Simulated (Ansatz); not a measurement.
**SiH2Cl (SMILES [SiH2]Cl): levels of theory compared**

Wanted: a comparison of 4 runs (U-wB97M-V/STO-3G, U-wB97X/STO-3G, UCAM-B3LYP/STO-3G, UPBE0/STO-3G) of SiH2Cl. 

Program for the calculation: Ansatz 0.2.0.

52 further runs of the same task are left out: 52 set aside as unsound or not needed.

### Step 1. The structure to begin with

SiH2Cl has 4 atoms, charge 0, and is taken as a doublet. SMILES: `[SiH2]Cl`. The H4–Si1 distance was set to 1.814 Å, away from the relaxed value.

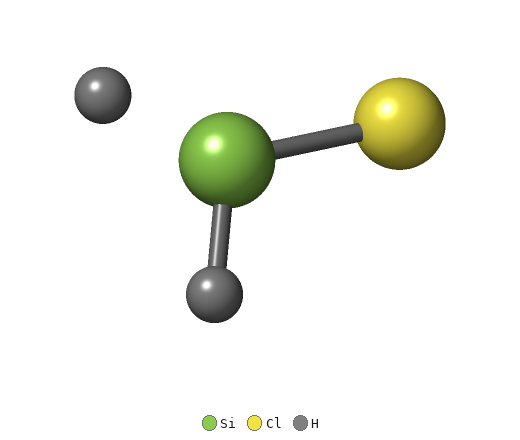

The structure, seen from a chosen angle (silicon green, chlorine yellow, hydrogen grey).

### Step 2. The energy at U-wB97M-V/STO-3G (run 1)

The input, molecule.yaml:

```yaml
crystal:
  periodic: [false, false, false]
  atoms:
    - {symbol: Si, position_ang: [-0.292197, 0.097077, 0.465979]}
    - {symbol: Cl, position_ang: [1.589073, -0.200233, 1.145479]}
    - {symbol: H, position_ang: [-1.073617, -1.118903, 0.597699]}
    - {symbol: H, position_ang: [-0.249110, 0.800200, -1.205980]}
basis:
  gaussian:
    orbitals: STO-3G
magnetization:
  spin_polarized: true
  initial_magnetization: 1
hamiltonian:
  xc: {name: wB97M-V}
accuracy: high
```

Command:

```bash
$ ansatz run molecule.yaml --threads 1 --pin off --max-ram 2610MiB --events-out events.jsonl --progress --plain --runs-dir runs
```

What it wrote:

```text
Warning: RAYON_NUM_THREADS=1 ignored (pool sized by the plan → 1); use --threads N
Functional definition: wB97M-V
  name "wB97M-V"
  parameter omega = 0.3/bohr
  parameter cx = 0.15
  parameter cx01 = 1.007
  parameter cx10 = 0.259
  parameter css00 = 0.443
  parameter css04 = -1.437
  parameter css10 = -4.535
  parameter css20 = -3.390
  parameter css43 = 4.278
  parameter cos00 = 1.000
  parameter cos10 = 1.358
  parameter cos20 = 2.924
  parameter cos21 = -8.812
  parameter cos60 = -1.390
  parameter cos61 = 9.142
  parameter b = 6.0
  parameter c = 0.01
  gx(w, u) = 1 - cx + cx01*u + cx10*w
  gss(w, u) = css00 + css04*u^4 + css10*w + css20*w^2 + css43*w^4*u^3
  gos(w, u) = cos00 + cos10*w + (cos20 + cos21*u)*w^2 + (cos60 + cos61*u)*w^6
  exchange = spin_sum(e_x_unif_sr(omega)*gx(b97_w, b97_u_x)) + cx*exact_x_sr(omega) + exact_x_lr(omega)
  correlation = spin_sum(e_c_pw_mod_same_spin*gss(b97_w, b97_u_same))
      + integral(e_c_pw_mod_opposite_spin*gos(b97_w_opposite, b97_u_opposite)) + vv10(b, c)
341 factors; integrals over basis functions are off by at most 3.6e-9 eV
134 factors; integrals over basis functions are off by at most 6.1e-10 eV
mean field evaluation 1: about -20203.6249 eV, gradient 1.1e1 eV
mean field evaluation 2: about -20204.8872 eV, gradient 4.6e0 eV
mean field evaluation 4: about -20205.0883 eV, gradient 2.3e-1 eV
mean field evaluation 8: about -20205.0596 eV, gradient 2.5e-2 eV
mean field evaluation 16: about -20205.0596 eV, gradient 5.7e-6 eV
mean field -20205.05963878 eV, -742.5222462437 hartree, gradient 2.0e-8 eV, S^2 0.750904; 0 other end points of the search recorded, 0 dependent functions left out
reference -20205.05964100 eV, -742.5222463253 hartree; 17, 16 occupied and 3, 4 virtual orbitals, 341 factors
Total energy: -20205.05964100 eV, -742.5222463253 hartree
```

Run time: 17 s. Hardware: 1 thread of AMD EPYC 7R43 (Zen 3), shared host; peak memory 0.47 GiB.

### Step 3. The energy at U-wB97X/STO-3G (run 2)

The input, input.yaml:

```yaml
crystal:
  periodic: [false, false, false]
  atoms:
    - symbol: Si
      position_ang: [-0.292197, 0.097077, 0.465979]
    - symbol: Cl
      position_ang: [1.589073, -0.200233, 1.145479]
    - symbol: H
      position_ang: [-1.073617, -1.118903, 0.597699]
    - symbol: H
      position_ang: [-0.249110, 0.800200, -1.205980]
basis:
  gaussian:
    orbitals: STO-3G
magnetization:
  spin_polarized: true
  initial_magnetization: 1
hamiltonian:
  xc: {name: wB97X}
accuracy: high
```

Command:

```bash
$ ansatz run input.yaml --threads 1 --pin off --max-ram 2610MiB --events-out events.jsonl --progress --plain --runs-dir runs
```

What it wrote, shortened:

```text
Warning: RAYON_NUM_THREADS=1 ignored (pool sized by the plan → 1); use --threads N
Functional definition: wB97X
  name "wB97X"
[...]
      + exact_x_lr(omega)
[...]
      + integral(e_c_pw_opposite_spin*poly(b97_u_opposite, 1, cos1, cos2, cos3, cos4))
341 factors; integrals over basis functions are off by at most 3.6e-9 eV
134 factors; integrals over basis functions are off by at most 6.1e-10 eV
[...]
mean field -20203.24783023 eV, -742.4556635078 hartree, gradient 9.4e-8 eV, S^2 0.750718; 0 other end points of the search recorded, 0 dependent functions left out
reference -20203.24782883 eV, -742.4556634564 hartree; 17, 16 occupied and 3, 4 virtual orbitals, 341 factors
Total energy: -20203.24782883 eV, -742.4556634564 hartree
```

Run time: 8.7 s. Hardware: 1 thread of AMD EPYC 7R43 (Zen 3), shared host; peak memory 0.39 GiB.

### Step 4. The energy at UCAM-B3LYP/STO-3G (run 3)

The input, in.yaml:

```yaml
crystal:
  periodic: [false, false, false]
  atoms:
    - symbol: Si
      position_ang: [-0.292197, 0.097077, 0.465979]
    - symbol: Cl
      position_ang: [1.589073, -0.200233, 1.145479]
    - symbol: H
      position_ang: [-1.073617, -1.118903, 0.597699]
    - symbol: H
      position_ang: [-0.249110, 0.800200, -1.205980]
basis:
  gaussian:
    orbitals: STO-3G
magnetization:
  spin_polarized: true
  initial_magnetization: 1
hamiltonian:
  xc: {name: CAM-B3LYP}
accuracy: high
```

Command:

```bash
$ ansatz run in.yaml --threads 1 --pin off --max-ram 2610MiB --events-out events.jsonl --progress --plain --runs-dir runs
```

What it wrote:

```text
Warning: RAYON_NUM_THREADS=1 ignored (pool sized by the plan → 1); use --threads N
Functional definition: CAM-B3LYP
  name "CAM-B3LYP"
  parameter alpha = 0.19
  parameter beta = 0.46
  parameter omega = 0.33/bohr
  parameter ac = 0.81
  exchange = (1 - alpha - beta)*b88_x + beta*b88_x_sr(omega) + alpha*exact_x + beta*exact_x_lr(omega)
  correlation = (1 - ac)*vwn5_c + ac*lyp_c
341 factors; integrals over basis functions are off by at most 3.6e-9 eV
140 factors; integrals over basis functions are off by at most 8.9e-10 eV
mean field evaluation 1: about -20200.8575 eV, gradient 1.2e1 eV
mean field evaluation 2: about -20201.9544 eV, gradient 6.6e0 eV
mean field evaluation 4: about -20202.3464 eV, gradient 1.7e-1 eV
mean field evaluation 8: about -20202.3174 eV, gradient 1.2e-2 eV
mean field evaluation 16: about -20202.3174 eV, gradient 5.5e-6 eV
mean field -20202.31740652 eV, -742.4214710671 hartree, gradient 6.7e-8 eV, S^2 0.751286; 0 other end points of the search recorded, 0 dependent functions left out
reference -20202.31741911 eV, -742.4214715295 hartree; 17, 16 occupied and 3, 4 virtual orbitals, 341 factors
Total energy: -20202.31741911 eV, -742.4214715295 hartree
```

Wall time 2.1 s (1 thread of AMD EPYC 7R43 (Zen 3), shared host); peak memory 0.14 GiB.

### Step 5. A single-point energy at UPBE0/STO-3G (run 4)

The input, job.yaml:

```yaml
crystal:
  periodic: [false, false, false]
  atoms:
    - {symbol: Si, position_ang: [-0.292197, 0.097077, 0.465979]}
    - {symbol: Cl, position_ang: [1.589073, -0.200233, 1.145479]}
    - {symbol: H, position_ang: [-1.073617, -1.118903, 0.597699]}
    - {symbol: H, position_ang: [-0.249110, 0.800200, -1.205980]}
basis:
  gaussian:
    orbitals: STO-3G
magnetization:
  spin_polarized: true
  initial_magnetization: 1
hamiltonian:
  xc: {name: PBE0}
accuracy: high
```

Command:

```bash
$ ansatz run job.yaml --threads 1 --pin off --max-ram 2610MiB --events-out events.jsonl --progress --plain --runs-dir runs
```

What it wrote:

```text
Warning: RAYON_NUM_THREADS=1 ignored (pool sized by the plan → 1); use --threads N
Functional definition: PBE0
  name "PBE0"
  parameter a = 0.25
  parameter kappa = 0.804
  parameter beta = 0.06672455060314922
  exchange = (1 - a)*pbe_x(kappa = kappa, mu = beta*pi^2/3) + a*exact_x
  correlation = pbe_c(beta = beta)
341 factors; integrals over basis functions are off by at most 3.6e-9 eV
mean field evaluation 1: about -20195.0074 eV, gradient 1.2e1 eV
mean field evaluation 2: about -20195.4414 eV, gradient 1.1e1 eV
mean field evaluation 4: about -20196.4756 eV, gradient 1.7e-1 eV
mean field evaluation 8: about -20196.4508 eV, gradient 8.4e-3 eV
mean field evaluation 16: about -20196.4508 eV, gradient 1.2e-6 eV
mean field -20196.45081764 eV, -742.2058779021 hartree, gradient 4.5e-8 eV, S^2 0.750823; 0 other end points of the search recorded, 0 dependent functions left out
reference -20196.45081892 eV, -742.2058779491 hartree; 17, 16 occupied and 3, 4 virtual orbitals, 341 factors
Total energy: -20196.45081892 eV, -742.2058779491 hartree
```

Run time: 1.7 s. Hardware: 1 thread of AMD EPYC 7R43 (Zen 3), shared host; peak memory 0.14 GiB.

### Step 6. Overview of the runs

```
run              level  energy (Eh)   ⟨S²⟩  wall time
  1   U-wB97M-V/STO-3G  -742.522246  0.751       17 s
  2     U-wB97X/STO-3G  -742.455663  0.751      8.7 s
  3  UCAM-B3LYP/STO-3G  -742.421472  0.751      2.1 s
  4       UPBE0/STO-3G  -742.205878  0.751      1.7 s
```

### Step 7. Summary of results

| quantity | value |
| --- | --- |
| run 4: total energy | -742.20588 Eh |
| run 4: ⟨S²⟩ | 0.751 |

What this shows: Totals of different functionals can't be ranked against each other. In runs 1, 2, 3, 4 the basis is minimal, so the values are rough. All runs together took 29 s, the longest 17 s.
